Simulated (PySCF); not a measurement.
**Single-point calculation, with input and output: C$_{3}$H$_{10}$OSi$_{2}$**

- system: C$_{3}$H$_{10}$OSi$_{2}$, SMILES CC[SiH2][SiH2]C=O
- method: CAM-B3LYP/pcseg-1 single-point energy, IEF-PCM tetrahydrofuran (PySCF 2.14.0)

The geometry comes from this level: GFN2-xTB.

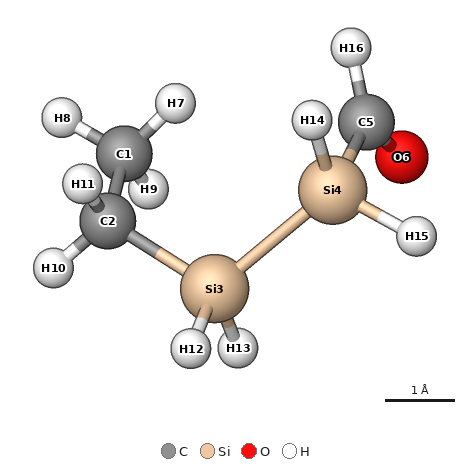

The input geometry (ball-and-stick view, seen at a tilt; atoms are numbered from 1 in the order of the input). Bond lengths as drawn: C–C 1.52 Å, C–H 1.09 to 1.11 Å, C–O 1.21 Å, C–Si 1.91 to 1.92 Å, H–Si 1.46 to 1.47 Å and Si–Si 2.32 Å.

Key numbers:

```tsv
quantity	value
outcome	converged
total energy	−774.376206 hartree
HOMO	−8.28 eV
LUMO	−0.24 eV
dipole moment	3.35 D
hardware	1 CPU thread, shared host
wall time	8.7 s
peak memory	0.77 GiB
```

Input file:
```
{"job": {"xc": "CAM-B3LYP", "basis": "pcseg-1", "solvent": "tetrahydrofuran", "kind": "sp"}, "charge": 0, "multiplicity": 1}
C      1.380740     1.055945     0.722191
C      1.734168    -0.147764    -0.143583
Si     0.341950    -1.454814    -0.195430
Si    -1.634933    -0.499385    -0.949367
C     -2.217821     0.790187     0.343726
O     -2.595773     0.480701     1.446720
H      0.502484     1.569511     0.332190
H      2.202284     1.770320     0.753237
H      1.163293     0.746435     1.742379
H      2.649432    -0.603237     0.238479
H      1.961967     0.194168    -1.155285
H      0.783735    -2.538847    -1.086570
H      0.210439    -2.032170     1.149012
H     -1.560697     0.251725    -2.211372
H     -2.747098    -1.443648    -1.071603
H     -2.181768     1.869818     0.073865
```

The first line tells a small driver script what to run in PySCF; the rest is the geometry in Å.

Command:
```bash
OMP_NUM_THREADS=1 python <driver script> task.json out
```

The program's output:
```
coarse grid: 13792 points
cycle   1  E = -774.2053786717  dE =  4.158e-01  |g| = 7.344e-01  |ddm| = 3.782e+00
cycle   2  E = -774.0504003534  dE =  1.550e-01  |g| = 1.204e+00  |ddm| = 1.403e+00
cycle   3  E = -774.3235971905  dE = -2.732e-01  |g| = 5.769e-02  |ddm| = 8.757e-01
cycle   4  E = -774.3243585525  dE = -7.614e-04  |g| = 3.919e-02  |ddm| = 9.870e-02
cycle   5  E = -774.3247504649  dE = -3.919e-04  |g| = 6.038e-03  |ddm| = 3.840e-02
cycle   6  E = -774.3247632716  dE = -1.281e-05  |g| = 2.081e-03  |ddm| = 1.159e-02
cycle   7  E = -774.3247648703  dE = -1.599e-06  |g| = 7.249e-04  |ddm| = 4.406e-03
final grid: 122408 points
cycle   8  E = -774.3762029165  dE = -1.593e-05  |g| = 3.396e-03  |ddm| = 1.177e-02
cycle   9  E = -774.3762023891  dE =  5.274e-07  |g| = 3.966e-03  |ddm| = 5.505e-03
cycle  10  E = -774.3762057339  dE = -3.345e-06  |g| = 6.485e-04  |ddm| = 2.896e-03
cycle  11  E = -774.3762058135  dE = -7.955e-08  |g| = 1.313e-04  |ddm| = 5.108e-04
cycle  12  E = -774.3762058180  dE = -4.537e-09  |g| = 3.005e-05  |ddm| = 1.938e-04
cycle  13  E = -774.3762058184  dE = -4.402e-10  |g| = 1.053e-05  |ddm| = 5.710e-05
```

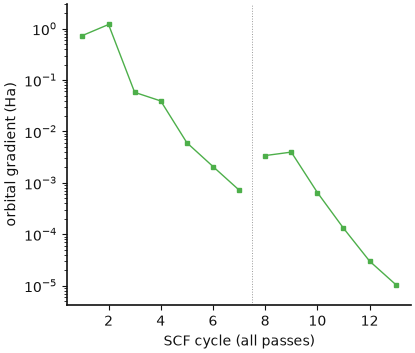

Convergence of the self-consistent field: orbital gradient against the SCF cycle. The dotted line marks the change from a coarse to the final integration grid. The first 7 cycles use a coarse grid, the final grid takes over at cycle 8, and the field converges after 13 cycles in all.

```
converged SCF energy = -774.3762058184
```
